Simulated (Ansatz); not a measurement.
## Electronic structure of Gd$_{2}$ZrN$_{3}$ in real space

```xyz
12
Lattice="3.4023 0.0000 0.0000 -1.7011 2.9464 0.0000 0.0000 0.0000 16.9099" Properties=species:S:1:pos:R:3 pbc="T T T"
Gd    1.7011    0.9821    1.4434
Gd    0.0000    1.9643   15.4665
Zr    0.0000    0.0000   12.6824
N     0.0000    1.9643    2.9846
N     1.7011    0.9821   13.9253
N     0.0000    0.0000    0.0000
Gd    1.7011    0.9821    9.8984
Gd    0.0000    1.9643    7.0115
Zr    0.0000    0.0000    4.2275
N     0.0000    1.9643   11.4395
N     1.7011    0.9821    5.4704
N     0.0000    0.0000    8.4550
```

Space group P-3m1; a generated structure, not necessarily the stable one; the SCF solution may not be the lowest one; the program warned that another magnetic order may lie lower; spin-polarised.

Level of theory: DFT PBE, scalar-relativistic, plane waves, PAW (Ansatz).

The density is the valence pseudo-density of a PAW calculation; it isn't the true density close to the nuclei.

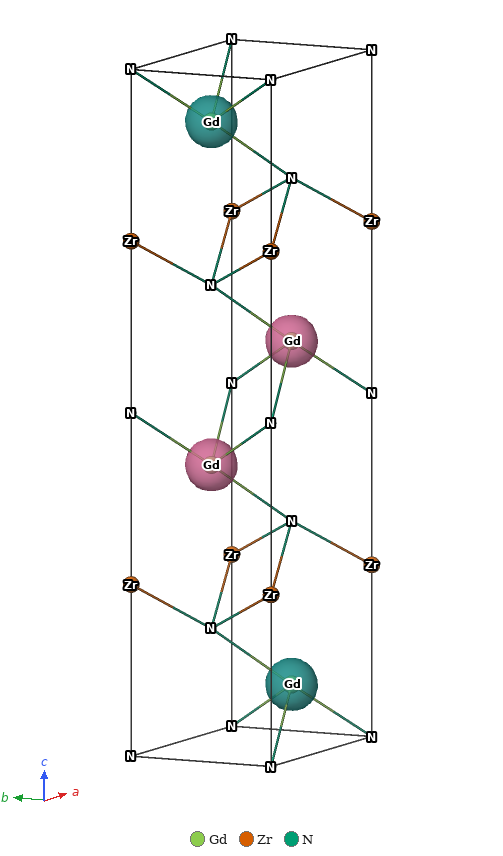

Figure 1. Isosurfaces of the magnetisation density (up minus down) at +2 (teal) and −2 e/Å³ (pink), seen at an oblique angle. Sticks mark near contacts.

> Describe the spin distribution.

The spin density sits on Gd: +6.8 μB (×2) and −6.8 μB (×2) in one cell of 12 atoms, with smaller moments on N (±0.07 μB): antiferromagnetic in this solution, which needn't be the ground state, with nearest magnetic neighbours parallel and the sign changing further off. The cell of the calculation (12 atoms) carries 0.0 μB of net spin moment.

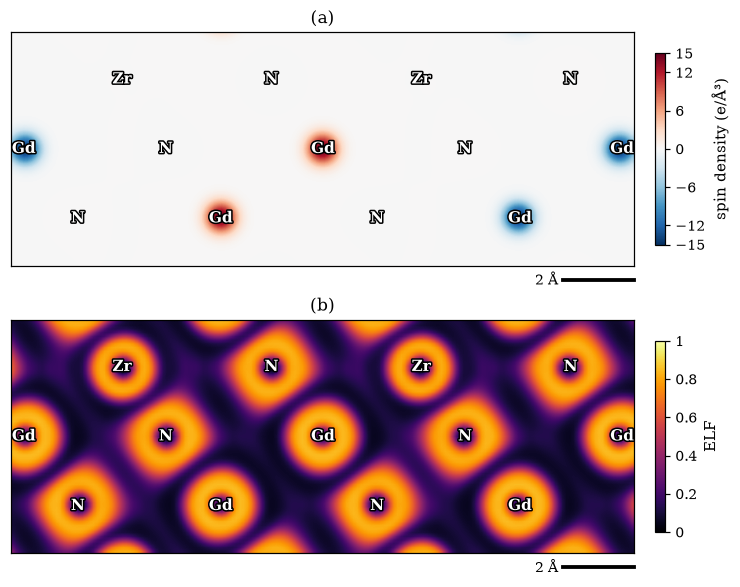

Figure 2. (a) spin density; (b) ELF on the (110) plane of the conventional cell.

> What does the map show?

- The plane passes through Gd, Zr and N nuclei.
- Zr–N (2.32 Å): the ELF peaks at about 0.80 in the valence shell of N, 0.7 Å from its nucleus, and drops to about 0.20 between the two atoms: no shared electron pair shows on this line.
- Gd–N (2.44 Å): the ELF peaks at about 0.80 in the valence shell of N, 0.6 Å from its nucleus, and drops to about 0.15 between the two atoms; no localised pair shows between them.
- Gd–N (2.50 Å): the ELF peaks at about 0.80 in the valence shell of N, 0.7 Å from its nucleus, and drops to about 0.15 between the two atoms (no shared electron pair shows on this line).
- The features right at Gd and Zr lie inside the PAW spheres, where the map follows smoothed inner orbitals and isn't to be read closely.

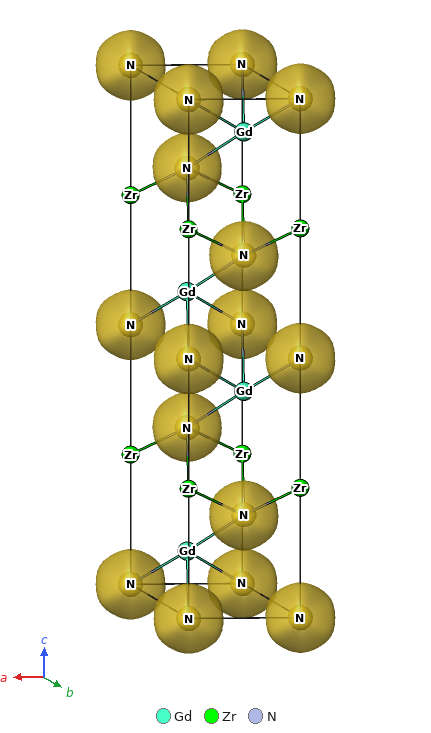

Figure 3. Isosurface of the electron localisation function at 0.6 (yellow), seen at an oblique angle. Only the valence region is drawn (cores and ρ < 0.01 e/Å³ removed). Sticks mark near contacts.

> Describe the localisation domains.

The surface consists of six regions wrapped around N (the valence shell of each), counted in one cell of 12 atoms. Any copies at cell faces, edges or corners count once.
